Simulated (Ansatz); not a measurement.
The figure comes from a scan of BiPd (NiAs type): volume and axial ratio are varied about the relaxed values (subscript 0). All values below come from r2SCAN (plane waves to 500 eV, PAW, scalar-relativistic; Ansatz, a program for electronic structure). k mesh 13×13×8 (Γ-centred), Fermi-Dirac smearing 0.05 eV. Energies are smeared free energies. With partly filled bands, the response to shear is sensitive to the k mesh, so small differences along c/a are uncertain. BiPd is run without spin polarisation. BiPd was relaxed with its symmetry unable to fall. Spin-orbit coupling is left out, though Bi is heavy. The zero of ΔE is the relaxed starting cell.

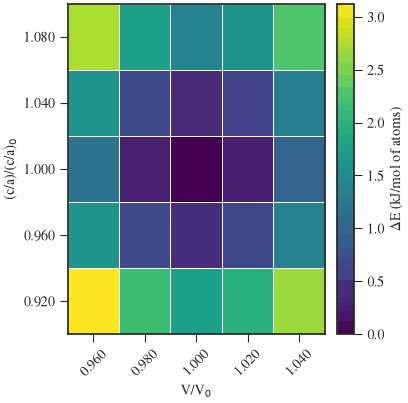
*ΔE (kJ/mol of atoms), one tile a computed point.*

Question: List the plotted points as numbers.

Answer: To the nearest 0.5:

ΔE (kJ/mol of atoms), with V/V₀ across and (c/a)/(c/a)₀ down:

```csv
(c/a)/(c/a)₀ \ V/V₀,0.960,0.980,1.000,1.020,1.040
0.920,3.0,2.0,2.0,2.0,2.5
0.960,1.5,0.5,0.5,0.5,1.5
1.000,1.0,0.5,0.0,0.5,1.0
1.040,1.5,0.5,0.5,0.5,1.5
1.080,2.5,2.0,1.5,1.5,2.5
```

(A scan under strain: stresses follow from slopes of the energy per volume, elastic moduli from its curvatures.)
